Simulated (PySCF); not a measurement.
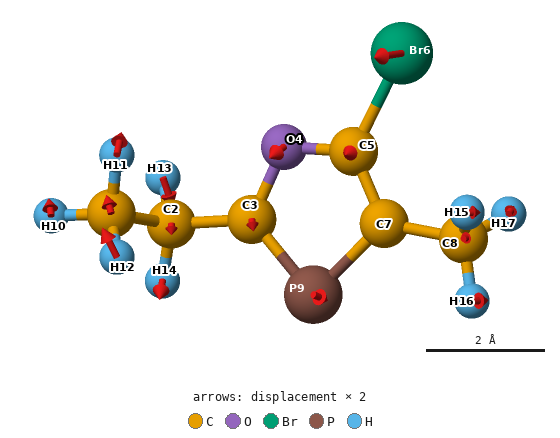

This is a relaxation of C6H8BrOP. The starting structure is drawn; red arrows show the displacements, 2 times their true length. The two geometries are superimposed by the best rigid fit.

The picture is a ball-and-stick view, seen at a tilt.

The start comes from GFN2-xTB. Its atoms were then displaced at random by about 0.01 Å.

Level of theory: PBE0-D3(BJ)/def2-SVP geometry optimisation, gas phase (PySCF 2.14.0, density-fitted response routines). 

> Which element moves most?

Bromine: up to 0.40 Å, against 0.29 Å for hydrogen.

> What did the optimiser do to the structure, and how much energy did it gain?

The energy falls by 17.1 kJ/mol in 9 geometry steps. The largest move after the best rigid fit is that of the Br atom, 0.40 Å. Largest moves by element: Br 0.40 Å, H 0.29 Å, O 0.24 Å, P 0.21 Å, C 0.18 Å. Some distances before and after: C–O 1.298 → 1.342 Å, Br–C 1.894 → 1.862 Å, C–H 1.074 → 1.098 Å, C–O 1.369 → 1.350 Å. Among the angles between lasting bonds that change: C–C–O 118.6° → 114.8°, C–C–C 110.3° → 113.2°, H–C–H 110.4° → 107.8°.
